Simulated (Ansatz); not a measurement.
Input

```
crystal:
  periodic: [false, false, false]
  atoms:
    - { symbol: S, position_ang: [-1.4636, 0.5078, 0.2406] }
    - { symbol: Ge, position_ang: [0.4284, -0.5141, 0.3703] }
    - { symbol: Cl, position_ang: [0.26067, -2.43461, -0.60325] }
    - { symbol: H, position_ang: [-1.7073, 0.0074, -1.0393] }
    - { symbol: H, position_ang: [0.81469, -0.71059, 1.84523] }
magnetization:
  spin_polarized: true
  initial_magnetization: 1
basis:
  gaussian: { orbitals: def2-SVP }
hamiltonian:
  xc: pbe0
relax:
  f_tol: 0.015
  max_steps: 40
output:
  orbitals: {}
```

Command:

```sh
ansatz run input.yaml --threads 2 --pin off --max-ram 3072MiB --backend cpu --events-out ev --progress --plain --runs-dir out
```

The fields are those of the run's last geometry, not of the input's.

Theory: UKS PBE0/def2-SVP (Ansatz).

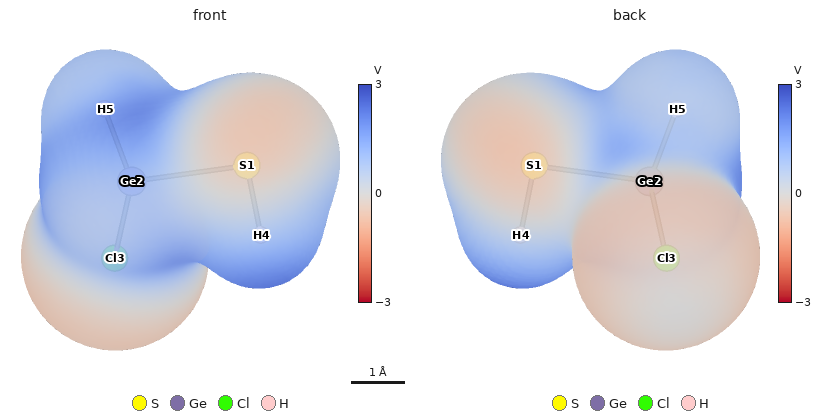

ClGeH2S (SMILES [SH][GeH][Cl]) (doublet). The molecular electrostatic potential painted on the density surface at 0.004 e/bohr³, seen from the front and from behind; the colour scale runs from red (negative) to blue (positive).

### Which sites attract a positive test charge, and which a negative one?

A positive charge is drawn to the negative regions and a negative charge to the positive ones. The most negative region (about −0.6 V) lies over S1, the most positive (about +2.2 V) over H4.
